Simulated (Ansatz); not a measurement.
## Electronic structure of Al₂BH₅O (SMILES [BH2][Al]([OH])[AlH2]) in real space

Input

```
crystal:
  periodic: [false, false, false]
  atoms:
    - { symbol: B, position_ang: [-0.0478, 2.12748, -1.02528] }
    - { symbol: Al, position_ang: [-0.05211, 0.26211, -0.0867] }
    - { symbol: O, position_ang: [-1.37993, 0.1994, 0.91383] }
    - { symbol: Al, position_ang: [0.90519, -2.06372, 0.39157] }
    - { symbol: H, position_ang: [-0.41053, 2.23885, -2.14246] }
    - { symbol: H, position_ang: [0.69787, 2.97734, -0.68841] }
    - { symbol: H, position_ang: [-2.13582, 0.16718, 1.48677] }
    - { symbol: H, position_ang: [0.14395, -2.88532, 1.52234] }
    - { symbol: H, position_ang: [2.09192, -2.93464, -0.19629] }
basis:
  gaussian: { orbitals: def2-SVP }
hamiltonian:
  xc: b3lyp
  dispersion: d4
relax:
  f_tol: 0.015
  max_steps: 40
output:
  orbitals: {}
```

Command:

```sh
ansatz run input.yaml --threads 1 --pin off --max-ram 2048MiB --backend cpu --events-out ev --progress --plain --runs-dir out
```

The fields are those of the relaxed geometry.

Computed with Ansatz, RKS B3LYP-D4/def2-SVP.

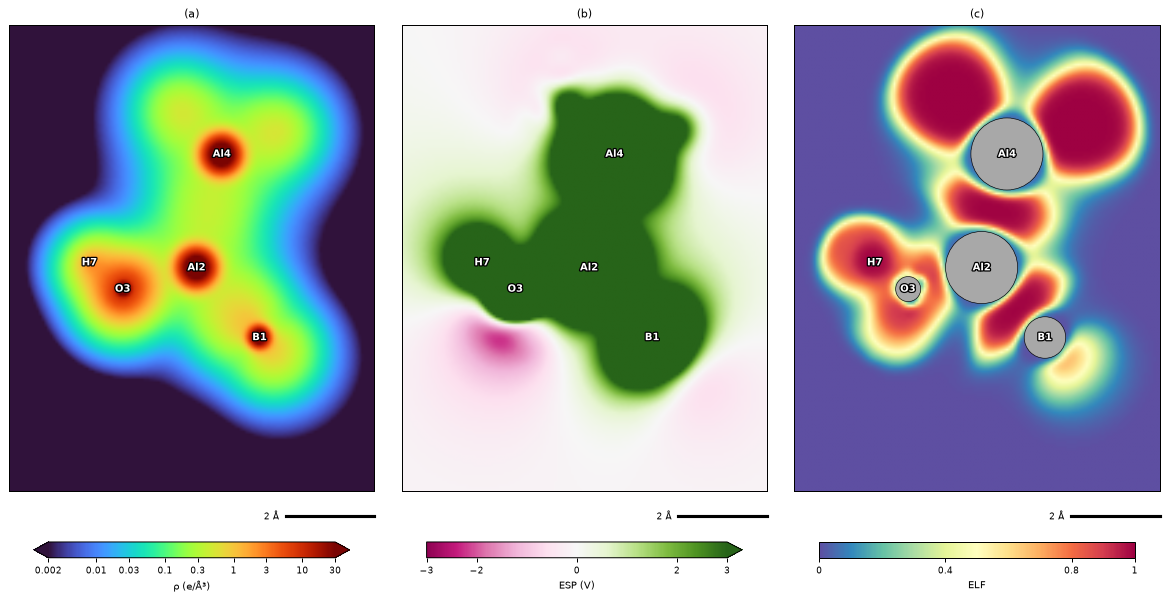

Figure 1. (a) electron density; (b) molecular electrostatic potential; (c) electron localisation function on the plane of atoms B1, Al2 and Al4. Grey discs cover the atomic cores in the ELF map.

Q: Read the bonding off the picture.

A: The plane passes through B, Al, O and H nuclei.
Al–O (1.72 Å): ρ is about 0.8 e/Å³ halfway; the ELF peaks at about 0.85 in the valence shell of O, 0.6 Å from its nucleus, and is about 0.40 at the midpoint.
Al–B (2.12 Å): ρ at the midpoint is about 0.61 e/Å³; the ELF peaks at about 1 between the atoms, as expected for a covalent bond.
Al–Al (2.62 Å): ρ is about 0.39 e/Å³ halfway; the ELF peaks at about 1 between the atoms, as expected for a shared electron pair.
O–H (0.96 Å): ρ is about 3.6 e/Å³ halfway; the ELF climbs to about 1 towards the hydrogen, as it does in any bond to H: a covalent bond by its length.
The ELF also peaks beside O3, away from the bonds: lone-pair regions.
Outside the dense part of the molecule the potential is most negative (−2.2 V) near O3.

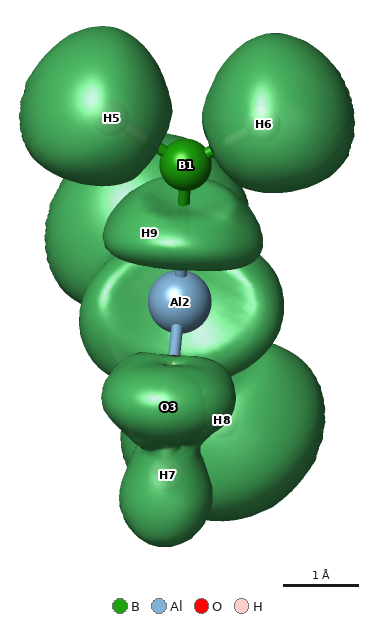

Figure 2. Isosurface of the electron localisation function at 0.8 (green), seen at an oblique angle. Core shells and regions of very low density are left out.

Q: Identify the bonds, lone pairs and shells in this picture.

A: The surface consists of one region between bonded Al–Al atoms (shared pairs), one region between bonded Al–B atoms (shared pairs), four regions around hydrogen nuclei and one joined region spread over several atoms (H, O), in which their bonds and any lone pairs are merged.

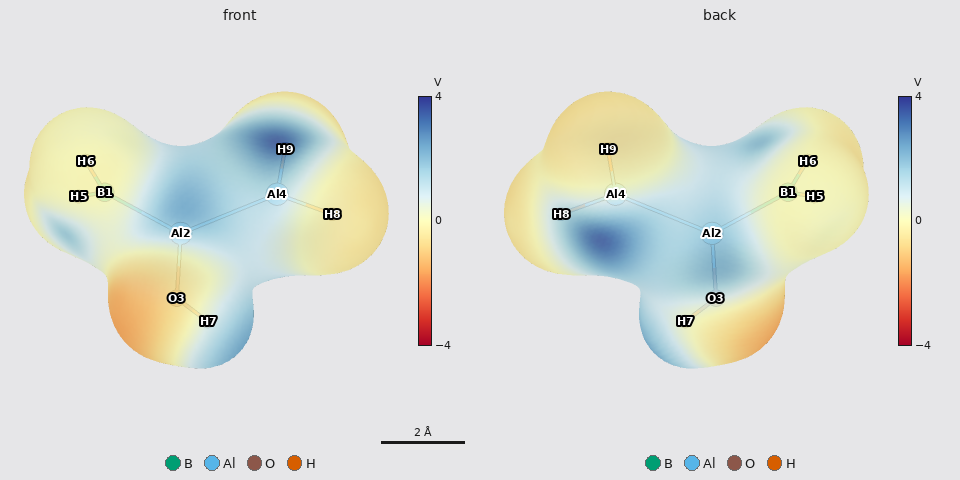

Figure 3. The electrostatic potential painted on the density surface at 0.002 e/bohr³, seen from the front and from behind; the colour scale runs from red (negative) to blue (positive).

Q: Which sites attract a positive test charge, and which a negative one?

A: A positive charge is drawn to the negative regions and a negative charge to the positive ones. The most negative region (about −1.5 V, or −35 kcal/mol for a unit charge) lies over O3, the most positive (about +3.4 V, or +78 kcal/mol for a unit charge) over Al4. O3 is the likeliest acceptor of a hydrogen bond.
